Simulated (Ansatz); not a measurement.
# Effect of N → F on YN

The parent structure is YN in the rock salt structure (space group Fm-3m, No. 225; a = 4.896 Å).

One thing is altered: every N is replaced by F, then cell and atoms are relaxed.

The values are results of r2SCAN (Ansatz, an electronic-structure program; PAW; 500 eV plane waves; no spin-orbit coupling), not measurements. k-mesh 16×16×16 (Γ-centred); smearing 0.05 eV (Fermi–Dirac), for the changed cell.

| quantity | base | changed | shift |
|---|---|---|---|
| volume per atom | 14.67 Å³ | 16.64 Å³ | +1.975 Å³ |
| density | 5.83 g/cm³ | 5.38 g/cm³ | -0.442 g/cm³ |
| lattice parameter a | 4.896 Å | 5.106 Å | +0.2106 Å |
| space group | Fm-3m (No. 225) | Fm-3m (No. 225) | – |
| band gap | 0.58 eV | zero | – |

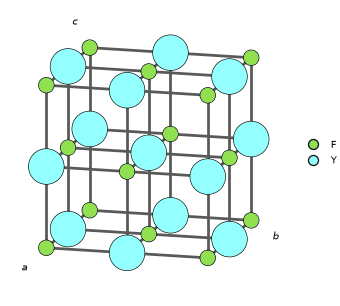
Figure: The relaxed conventional cell after the change

Cost of the whole job for the changed cell (relaxation, final SCF and bands): roughly 90 core-seconds.

Stability against distortions was not tested. As relaxed here, YF is a hypothetical phase, not in the database extracts checked. The final runs are not spin-polarised. YF has a high density of states at the Fermi level and may be magnetic at this level.
